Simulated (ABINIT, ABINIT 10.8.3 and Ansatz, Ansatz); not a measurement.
**Excitons of CaC2 (Immm): kernels and approximations**

Aim: the absorption spectrum of CaC2 (Immm) with electron-hole interaction, and what each part of the kernel does.

Main program and level: ABINIT 10.8.3 and Ansatz 0.2.0; PBEsol and many-body steps on it, plane waves.

**1. Set-up**

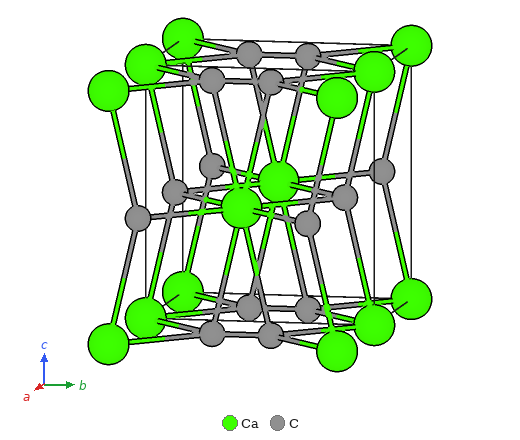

The cell as given, slightly off an axis (calcium green, carbon grey). 2×1×1 cells are drawn. This picture shows the conventional cell, with its axes. Some periodic images of atoms are drawn too.

The cell and positions are those that the Materials Project relaxed with its own functionals (PBE, PBE+U or r2SCAN), kept fixed.

**2. Empty states on the mesh, 4×4×4 mesh, 37 bands**

This step: ABINIT 10.8.3; DFT, PBEsol, plane waves, norm-conserving pseudopotentials.

The sums over transitions need many empty states on a uniform mesh; this step solves for them.

Contents of run.abi:

```
acell 3*1.0 Angstrom
rprim 
  -1.894876555000 2.443261230000 2.680131180000
  1.894876555000 -2.443261230000 2.680131180000
  1.894876555000 2.443261230000 -2.680131180000
ntypat 2
znucl 20 6
natom 3
typat 1 2 2
xred 
  0.000000000000 0.000000000000 0.000000000000
  0.371239070000 0.500000000000 0.871239070000
  0.628760930000 0.500000000000 0.128760930000
pp_dirpath "pseudos"
pseudos "Ca.upf, C.upf"
ecut 37
ngkpt 4 4 4
nshiftk 1
shiftk 0 0 0
kptopt 1
chksymbreak 0
iscf -2
irdden 1
istwfk *1
nband 37
nbdbuf 4
tolwfr 1e-09
nstep 60
prtvol 0
indata_prefix "in"
outdata_prefix "out"
tmpdata_prefix "tmp"
```

Started as:

```bash
$ OMP_NUM_THREADS=1 mpirun -n 4 abinit run.abi > log
```

Numbers of over 12 decimals in the logs are rounded to 6 here.

Log:

```text
.Version 10.8.3 of ABINIT. v10.8.2 released Aug 2026.

 Symmetries : space group Im m m (# 71); Bravais oI (body-center ortho.)
[... echo of the input left out ...]
== DATASET  1 ==================================================================
-   mpi_nproc: 4, omp_nthreads: 1 (-1 if OMP is not activated)

--- !DatasetInfo
iteration_state: {dtset: 1, }
dimensions: {natom: 3, nkpt: 18, mband: 37, nsppol: 1, nspinor: 1, nspden: 1, mpw: 3625, }
cutoff_energies: {ecut:  37.0, pawecutdg:  -1.0, }
[...]
0.48907    0.49396    0.61125    0.65102    0.68703    0.70285    0.76154    0.76943
   0.82167    0.82319    0.96146    0.97798    1.00157    1.03318    1.10464    1.14038
   1.19110    1.24064    1.26815    1.30157    1.30511
 prteigrs : prtvol=0 or 1, do not print more k-points.

== END DATASET(S) ==============================================================
================================================================================

 -outvars: echo values of variables after computation  --------
            nband          37
             nkpt          18
          spgroup          71
 [... the other variables as echoed above ...]

 Calculation completed.
```

The job ended after 16 s (4 MPI ranks of Arm Neoverse V1, shared host; peak memory 0.29 GiB).

This step gave:

```yaml
gap: 2.291 eV
k_of_the_valence_top: 0.25, -0.25, 0.25
k_of_the_conduction_bottom: 0, 0, 0
least_direct_gap: 2.601 eV
k_points_computed: 18
lowest_point_of_the_top_converged_band_above_the_valence_top: 27.37 eV
```

On this mesh the gap is 2.291 eV.

The density comes from a self-consistent run that is not shown.

**3. Screening, 4×4×4 mesh, 33 bands, screening to 98 eV**

The RPA dielectric matrix is built and inverted for each q.

This step: RPA screening on PBEsol, plane waves, norm-conserving pseudopotentials.

Edit run.abi of step 2 so:

```diff
@@ -21,10 +21,11 @@
 chksymbreak 0
-iscf -2
-irdden 1
 istwfk *1
-nband 37
-nbdbuf 4
-tolwfr 1e-09
-nstep 60
-prtvol 0
+occopt 1
+irdwfk 1
+optdriver 3
+nband 33
+ecuteps 3.6
+inclvkb 2
+awtr 1
+symchi 1
 indata_prefix "in"
```

Log:

```text
.Version 10.8.3 of ABINIT. v10.8.2 released Aug 2026.

 Symmetries : space group Im m m (# 71); Bravais oI (body-center ortho.)
[... echo of the input left out ...]
== DATASET  1 ==================================================================
-   mpi_nproc: 4, omp_nthreads: 1 (-1 if OMP is not activated)

--- !DatasetInfo
iteration_state: {dtset: 1, }
dimensions: {natom: 3, nkpt: 18, mband: 33, nsppol: 1, nspinor: 1, nspden: 1, mpw: 3625, }
cutoff_energies: {ecut:  37.0, pawecutdg:  -1.0, }
[...]
--------------------------------------------------------------------------------
[... chi0 elements left out ...]
 For q-point:  0.000010 0.000020 0.000030
  dielectric constant =   3.6167
  dielectric constant without local fields =   4.3311

  Average fulfillment of the sum rule on Im[epsilon] for q-point    1 :     40.91  [%]
[... wings left out ...]
  q-point number  2        q = ( 0.250000, 0.000000, 0.000000) [r.l.u.]
--------------------------------------------------------------------------------
[... chi0 elements left out ...]
  Average fulfillment of the sum rule on Im[epsilon] for q-point    2 :     64.26  [%]

 [... 16 further q-points ...]
```

Run time: 62 s. Hardware: 4 MPI ranks; peak memory 1.9 GiB; 4.1 min of CPU time.

This step gave:

```yaml
eps_infinity_with_local_fields_on_this_mesh_along_the_program_s_q_direction: 3.617
the_same_without_local_fields: 4.331
plasma_frequency: 22.36 eV
plane_waves_in_the_screening_matrix: 105
```

Local fields lower ε∞ by 16 %. On a Γ-centred mesh this coarse the value itself is usually too large, while a short band sum pulls it down.

**4. Self-energy, 4×4×4 mesh, 33 bands, screening to 98 eV**

The self-energy is evaluated for the states that the input lists, and the levels follow from it, in one-shot runs by the linearised quasiparticle equation.

This step: G0W0 on PBEsol, plane waves, norm-conserving pseudopotentials.

Edit run.abi of step 3 so:

```diff
@@ -24,8 +24,17 @@
 irdwfk 1
-optdriver 3
+optdriver 4
 nband 33
+gwcalctyp 0
+ecutsigx 37
+symsigma 1
+nkptgw 2
+kptgw 
+  0.2500000000 -0.2500000000 0.2500000000
+  0.0000000000 0.0000000000 0.0000000000
+bdgw 
+  8 11
+  8 11
 ecuteps 3.6
-inclvkb 2
-awtr 1
-symchi 1
+irdscr 1
+ppmodel 1
 indata_prefix "in"
```

Log:

```text
.Version 10.8.3 of ABINIT. v10.8.2 released Aug 2026.

 Symmetries : space group Im m m (# 71); Bravais oI (body-center ortho.)
[... echo of the input left out ...]
== DATASET  1 ==================================================================
-   mpi_nproc: 4, omp_nthreads: 1 (-1 if OMP is not activated)

--- !DatasetInfo
iteration_state: {dtset: 1, }
dimensions: {natom: 3, nkpt: 18, mband: 33, nsppol: 1, nspinor: 1, nspden: 1, mpw: 3625, }
cutoff_energies: {ecut:  37.0, pawecutdg:  -1.0, }
[...]
Band     E0 <VxcDFT>   SigX SigC(E0)      Z dSigC/dE  Sig(E)    E-E0       E
[...]
10   4.767 -11.381  -6.486  -2.737   0.820  -0.219  -9.611   1.771   6.538
       11   6.030 -13.053  -7.651  -2.765   0.815  -0.227 -10.904   2.150   8.180

== END DATASET(S) ==============================================================
================================================================================

 -outvars: echo values of variables after computation  --------
           etotal      0.0000000000E+00
            nband          33
             nkpt          18
          spgroup          71
 [... the other variables as echoed above ...]

 Calculation completed.
```

It took 11 s on 4 MPI ranks; peak memory 1.9 GiB; 43 s of CPU time.

This step gave:

- G0W0 gap on the points computed: 4.408 eV
- starting gap on the mesh: 2.291 eV
- k of the valence top: 0.25, -0.25, 0.25
- k of the conduction bottom: 0, 0, 0
- least direct G0W0 gap on the computed points: 4.771 eV

The gap on the mesh goes from 2.29 eV to 4.41 eV, a correction of +2.12 eV.

The gap opens by 2.117 eV; the next steps shift the empty bands rigidly by 2.117 eV. The least direct G0W0 gap is 4.771 eV, so this shift leaves the direct transitions −0.05 eV off.

**5. Excitons**

Light makes an electron and a hole together. The Bethe-Salpeter equation adds their screened attraction and their exchange, in a window of bands around the gap.

This step: Bethe-Salpeter equation on PBEsol with a scissors shift, plane waves, norm-conserving pseudopotentials.

Edit run.abi of step 4 so:

```diff
@@ -24,17 +24,17 @@
 irdwfk 1
-optdriver 4
-nband 33
-gwcalctyp 0
-ecutsigx 37
-symsigma 1
-nkptgw 2
-kptgw 
-  0.2500000000 -0.2500000000 0.2500000000
-  0.0000000000 0.0000000000 0.0000000000
-bdgw 
-  8 11
-  8 11
+optdriver 99
+bs_calctype 1
+mbpt_sciss 2.117 eV
+bs_loband 6
+nband 14
+bs_exchange_term 1
+bs_coulomb_term 11
+bs_coupling 0
+bs_algorithm 1
+bs_freq_mesh 0 11 0.1 eV
+zcut 0.15 eV
 ecuteps 3.6
+ecutwfn 18.5
+inclvkb 2
 irdscr 1
-ppmodel 1
 indata_prefix "in"
```

Log:

```text
.Version 10.8.3 of ABINIT. v10.8.2 released Aug 2026.

 Symmetries : space group Im m m (# 71); Bravais oI (body-center ortho.)
[... echo of the input left out ...]
== DATASET  1 ==================================================================
-   mpi_nproc: 4, omp_nthreads: 1 (-1 if OMP is not activated)

--- !DatasetInfo
iteration_state: {dtset: 1, }
dimensions: {natom: 3, nkpt: 18, mband: 14, nsppol: 1, nspinor: 1, nspden: 1, mpw: 1295, }
cutoff_energies: {ecut:  18.5, pawecutdg:  -1.0, }
electrons: {nelect:   1.80000000E+01, charge:   0.00000000E+00, occopt:   1.00000000E+00, tsmear:   1.00000000E-02, }

 Exciton: Calculation of dielectric properties by solving the Bethe-Salpeter equation
 in frequency domain and reciprocal space on a transitions basis set.
 Based on a program developed by L. Reining, V. Olevano, F. Sottile,
 S. Albrecht, and G. Onida. Incorporated in ABINIT by M. Giantomassi.

.Using double precision arithmetic ; gwpc =  8

[... cell and pseudopotentials left out ...]
--------------------------------------------------------------------------------

 ==== K-mesh for the wavefunctions ====
 Number of points in the irreducible wedge :    18
[... list of points left out ...]
 Together with  8 symmetry operations and time-reversal symmetry
 yields    64 points in the full Brillouin Zone.

 ==== Q-mesh for the screening function ====
 Number of points in the irreducible wedge :    18
[... list of points left out ...]
 Together with  8 symmetry operations and time-reversal symmetry
 yields    64 points in the full Brillouin Zone.

 vcoul_init : cutoff-mode = AUXILIARY_FUNCTION
 q-points for optical limit:   1
     1)      0.000010    0.000020    0.000030
 setmesh: FFT mesh size selected  =    45x   45x   45
          total number of points  =        91125

 ==== Fundamental parameters for the solution of the Bethe-Salpeter equation: ====
 Algorithm: Direct diagonalization.
 Dimension of the v, W matrices,  npweps  = 105
 Cutoff for the wavefunctions,    npwwfn  = 1295
 Number of k-points in the IBZ,   nkibz   = 18
 Highest empty band included,     nband   = 14
 === Spin UP ===
 Number of resonant transitions          1280
 Lowest occupied state                   6
 Highest occupied state                  9
 Lowest unoccupied state                 10
 Highest unoccupied state                14
 Minimum frequency [eV]           Emin    =   0.00
 Maximum frequency [eV]           Emax    =  11.00
 Frequency step [eV]              dE      =   0.10
 Lorentzian broadening [eV]       eta     =   0.15
 RPA L0 with KS energies and KS wavefunctions
 Scissors operator energy [eV] =          2.12
 Local fields effects (v term) included
 Excitonic effects (W term) included
 Full W_GG' included
 W is read from an external SCR file
 Resonant-only calculation (Hermitian case)

 Calculating epsilon_Macro(q-->0,w), along the following directions:
 q = (  1.086097  0.000000  0.000000) [r.l.u.]
 q = (  0.000000  0.930688  0.000000) [r.l.u.]
 q = (  0.000000  0.000000  0.900677) [r.l.u.]
 q = ( -0.569902  0.569902  0.569902) [r.l.u.]
 q = (  0.734833 -0.734833  0.734833) [r.l.u.]
 q = (  0.806074  0.806074 -0.806074) [r.l.u.]
 Number of electrons calculated from density =   17.9959; Expected =   18.0000
 average of density, n =  0.053729
 r_s =    1.6440
 omega_plasma =   22.3594 [eV]

. Writing resonant excitonic Hamiltonian on file out_BSR; file size=   0.01 [Gb].
 Direct diagonalization of the resonant excitonic Hamiltonian, Matrix size= 1280
. Using LAPACK sequential version.
 Excitonic eigenvalues in eV up to n=   32
   3.91398   4.21154   4.55653   4.60923   4.67077   4.72750   4.77773   4.78507
   4.93481   5.03388   5.06118   5.06631   5.07415   5.13683   5.15790   5.20533
   5.23745   5.27738   5.29185   5.31894   5.32451   5.32613   5.34733   5.37730
   5.39822   5.40763   5.43735   5.44453   5.45593   5.47434   5.47838   5.48403

 First excitonic eigenvalue=    3.91 [eV]
 Last  excitonic eigenvalue=   13.71 [eV]

 GW  direct gap       4.72  0.00 [eV]
 EXC direct gap       3.91  0.00 [eV]
 EXC binding energy   0.80  0.00 [eV]

 Excitonic eigenvalues up to the GW energy gap [eV]
  1 (  3.91  0.00)
  2 (  4.21  0.00)
  3 (  4.56  0.00)
  4 (  4.61  0.00)
  5 (  4.67  0.00)

 Macroscopic dielectric function:
 omega [eV] <KS_RPA_nlf>  <GW_RPA_nlf>  <BSE>
   0.0000   3.5963   0.0000   2.8797   0.0000   2.9001   0.0000
   0.1000   3.5973   0.0029   2.8800   0.0010   2.9005   0.0011
   0.2000   3.6001   0.0057   2.8810   0.0019   2.9016   0.0023
   0.3000   3.6049   0.0086   2.8826   0.0029   2.9035   0.0034
   0.4000   3.6116   0.0116   2.8849   0.0039   2.9061   0.0046
   0.5000   3.6203   0.0146   2.8878   0.0049   2.9095   0.0057
   0.6000   3.6310   0.0177   2.8914   0.0059   2.9137   0.0069
   0.7000   3.6438   0.0210   2.8957   0.0069   2.9187   0.0081
   0.8000   3.6588   0.0243   2.9006   0.0079   2.9245   0.0093
   0.9000   3.6761   0.0279   2.9062   0.0090   2.9311   0.0106

 Writing KS-RPA macroscopic dielectric function without local fields to file: out_RPA_NLF_MDF
 Writing GW-RPA macroscopic dielectric function without local fields to file: out_GW_NLF_MDF
 Writing EXC Macroscopic dielectric function to file: out_EXC_MDF

== END DATASET(S) ==============================================================
================================================================================

 -outvars: echo values of variables after computation  --------
           etotal      0.0000000000E+00
            nband          14
             nkpt          18
          spgroup          71
 [... the other variables as echoed above ...]

 Calculation completed.
```

It took 4.9 min on 4 MPI ranks; peak memory 1.3 GiB.

Numbers from this step:

* direct gap of the transition levels: 4.718 eV
* transitions in the window: 1280
* first strong exciton (over a fiftieth of the strongest listed): 4.212 eV
* lowest state: 3.914 eV
* binding of the lowest state below the direct gap: 0.8045 eV
* Coulomb term of one mesh cell: 0.7692 eV

The binding is 1.0 times the screened Coulomb term of one mesh cell (0.77 eV), so it is not shown settled.

The lowest state lies at 3.914 eV, 0.805 eV under the direct gap.

Lines within 3 meV are set at the lowest of them, and the highest group, which the list may cut short, is left out; lines within 3 meV are set at the lowest of them, and the highest group, which the list may cut short, is left out. Exciton lines, with heights relative to the strongest:

| position (eV) | oscillator strength, relative |
| --- | --- |
| 3.914 | 0.1 |
| 4.212 | 100 |
| 4.556 | 0.1 |
| 4.609 | 0.1 |
| 4.671 | 2.0 |
| 4.728 | 0.1 |
| 4.778 | 14 |
| 4.785 | 0.8 |
| 4.935 | 78 |
| 5.034 | 61 |
| 5.061 | 0.1 |
| 5.066 | 0.1 |
| 5.074 | 41 |
| 5.137 | 0.3 |

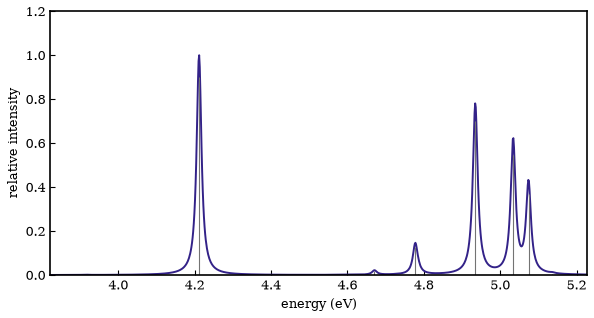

The exciton spectrum, broadened with Lorentzians of width 0.015 eV; bars mark the lines.

The ε₂ has structure finer than the step of the table below, so its rows give means over 0.5 eV, whole bins alone (the curve runs from 0 to 10.9 eV). Peaks (eV: height): BSE 5.30: 3.33, 6.40: 5.64; no electron-hole interaction 6.20: 3.58, 7.40: 6.69, 8.40: 5.57, 10.10: 3.97; Kohn-Sham, no shift 4.10: 3.59, 5.20: 6.73, 8.00: 3.95.

Mean over the three Cartesian directions of q; broadening 0.15 eV; transition window only. Limits: finite bands, cutoff and mesh; coarse k mesh; exciton not shown settled in the k mesh. Table of ε₂ by photon energy; means over each step:

| photon energy (eV) | BSE | no electron-hole interaction | Kohn-Sham, no shift |
| --- | --- | --- | --- |
| 0.5 | 0.00583 | 0.00500 | 0.0151 |
| 1.0 | 0.0122 | 0.0103 | 0.0327 |
| 1.5 | 0.0196 | 0.0163 | 0.0571 |
| 2.0 | 0.0290 | 0.0235 | 0.101 |
| 2.5 | 0.0423 | 0.0326 | 0.275 |
| 3.0 | 0.0640 | 0.0453 | 0.633 |
| 3.5 | 0.112 | 0.0644 | 1.64 |
| 4.0 | 0.405 | 0.0990 | 3.20 |
| 4.5 | 0.583 | 0.205 | 2.65 |
| 5.0 | 1.86 | 0.616 | 5.79 |
| 5.5 | 2.50 | 1.14 | 6.31 |
| 6.0 | 2.52 | 3.12 | 5.09 |
| 6.5 | 4.88 | 2.56 | 4.02 |
| 7.0 | 3.85 | 5.08 | 3.74 |
| 7.5 | 3.22 | 6.49 | 2.98 |
| 8.0 | 3.37 | 5.22 | 3.53 |
| 8.5 | 3.25 | 4.49 | 2.49 |
| 9.0 | 2.83 | 3.69 | 1.83 |
| 9.5 | 3.04 | 3.17 | 1.15 |
| 10.0 | 2.34 | 3.40 | 0.847 |
| 10.5 | 2.29 | 2.83 | 0.444 |

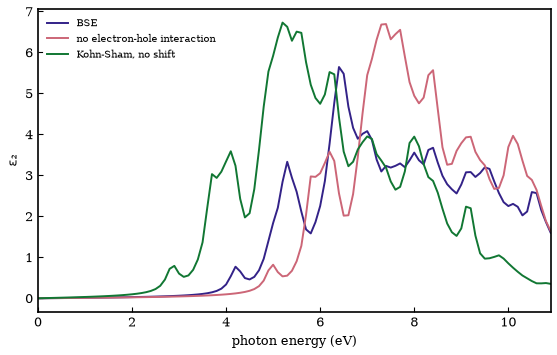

ε₂, plotted against photon energy.

**6. Triplet (no exchange term)**

Edit run.abi of step 5 so:

```diff
@@ -28,4 +28,4 @@
 bs_loband 6
-nband 14
-bs_exchange_term 1
+nband 12
+bs_exchange_term 0
 bs_coulomb_term 11
@@ -33,3 +33,3 @@
 bs_algorithm 1
-bs_freq_mesh 0 11 0.1 eV
+bs_freq_mesh 0 9 0.05 eV
 zcut 0.15 eV
```

Log:

```text
.Version 10.8.3 of ABINIT. v10.8.2 released Aug 2026.

 Symmetries : space group Im m m (# 71); Bravais oI (body-center ortho.)
[... echo of the input left out ...]
== DATASET  1 ==================================================================
-   mpi_nproc: 4, omp_nthreads: 1 (-1 if OMP is not activated)

--- !DatasetInfo
iteration_state: {dtset: 1, }
dimensions: {natom: 3, nkpt: 18, mband: 12, nsppol: 1, nspinor: 1, nspden: 1, mpw: 1295, }
cutoff_energies: {ecut:  18.5, pawecutdg:  -1.0, }
electrons: {nelect:   1.80000000E+01, charge:   0.00000000E+00, occopt:   1.00000000E+00, tsmear:   1.00000000E-02, }

 Exciton: Calculation of dielectric properties by solving the Bethe-Salpeter equation
 in frequency domain and reciprocal space on a transitions basis set.
 Based on a program developed by L. Reining, V. Olevano, F. Sottile,
 S. Albrecht, and G. Onida. Incorporated in ABINIT by M. Giantomassi.

.Using double precision arithmetic ; gwpc =  8

[... cell and pseudopotentials left out ...]
--------------------------------------------------------------------------------

 ==== K-mesh for the wavefunctions ====
 Number of points in the irreducible wedge :    18
[... list of points left out ...]
 Together with  8 symmetry operations and time-reversal symmetry
 yields    64 points in the full Brillouin Zone.

 ==== Q-mesh for the screening function ====
 Number of points in the irreducible wedge :    18
[... list of points left out ...]
 Together with  8 symmetry operations and time-reversal symmetry
 yields    64 points in the full Brillouin Zone.

 vcoul_init : cutoff-mode = AUXILIARY_FUNCTION
 q-points for optical limit:   1
     1)      0.000010    0.000020    0.000030
 setmesh: FFT mesh size selected  =    45x   45x   45
[...]
average of density, n =  0.053729
 r_s =    1.6440
 omega_plasma =   22.3594 [eV]

. Writing resonant excitonic Hamiltonian on file out_BSR; file size=   0.00 [Gb].
 Direct diagonalization of the resonant excitonic Hamiltonian, Matrix size= 768
. Using LAPACK sequential version.
 Excitonic eigenvalues in eV up to n=   32
   3.89177   4.09559   4.36458   4.58758   4.63130   4.67784   4.73395   4.77700
   4.78163   5.00483   5.02715   5.03578   5.05433   5.06111   5.06163   5.09867
   5.11246   5.13701   5.24083   5.30308   5.30682   5.31941   5.33061   5.34328
   5.35522   5.39228   5.40191   5.40662   5.43475   5.44336   5.45213   5.46391

 First excitonic eigenvalue=    3.89 [eV]
 Last  excitonic eigenvalue=   11.90 [eV]

 GW  direct gap       4.72  0.00 [eV]
 EXC direct gap       3.89  0.00 [eV]
 EXC binding energy   0.83  0.00 [eV]

 Excitonic eigenvalues up to the GW energy gap [eV]
  1 (  3.89  0.00)
  2 (  4.10  0.00)
  3 (  4.36  0.00)
  4 (  4.59  0.00)
  5 (  4.63  0.00)
  6 (  4.68  0.00)

 Macroscopic dielectric function:
 omega [eV] <KS_RPA_nlf>  <GW_RPA_nlf>  <BSE>
   0.0000   3.3227   0.0000   2.6614   0.0000   3.1463   0.0000
   0.0500   3.3229   0.0014   2.6615   0.0005   3.1464   0.0010
   0.1000   3.3236   0.0027   2.6617   0.0009   3.1470   0.0021
[...]
0.4000   3.3373   0.0111   2.6662   0.0037   3.1573   0.0083
   0.4500   3.3412   0.0125   2.6675   0.0041   3.1602   0.0094

 Writing KS-RPA macroscopic dielectric function without local fields to file: out_RPA_NLF_MDF
 Writing GW-RPA macroscopic dielectric function without local fields to file: out_GW_NLF_MDF
 Writing EXC Macroscopic dielectric function to file: out_EXC_MDF

== END DATASET(S) ==============================================================
================================================================================

 -outvars: echo values of variables after computation  --------
           etotal      0.0000000000E+00
            nband          12
             nkpt          18
          spgroup          71
 [... the other variables as echoed above ...]

 Calculation completed.
```

Elapsed: 1.8 min, on 4 MPI ranks; peak memory 1.1 GiB; 7.2 min of CPU time.

The lowest triplet lies at 3.892 eV; without spin-orbit coupling triplets are dark, so no spectrum is read.

(Continued in part 2 of 2.)

[Paths, hosts, dates, memory and timing lines, banners, echoed tables and standing remarks are left out of the program output.]

[Logs are printed without paths, hosts, clocks, repeated set-up lines and the standing remarks that a program may print on its own settings, such as how far it seeks lower states.]

[Runs of the session that timed out or met a known fault of the program may be left out.]

[Hosts, paths, dates, database ids (printed as entryN), source tags and the programs' standing remarks are cut or masked in the printed files.]

[G0W0 gaps are taken among the corrected bands and points alone; a level outside them can change the order at an edge.]

[Where Ansatz stands beside ABINIT at settings called matched, ABINIT's density can come from a denser mesh and the files from another edition; pairs whose starting gaps differed by over 0.03 eV were left out, so agreement reads better than it is.]
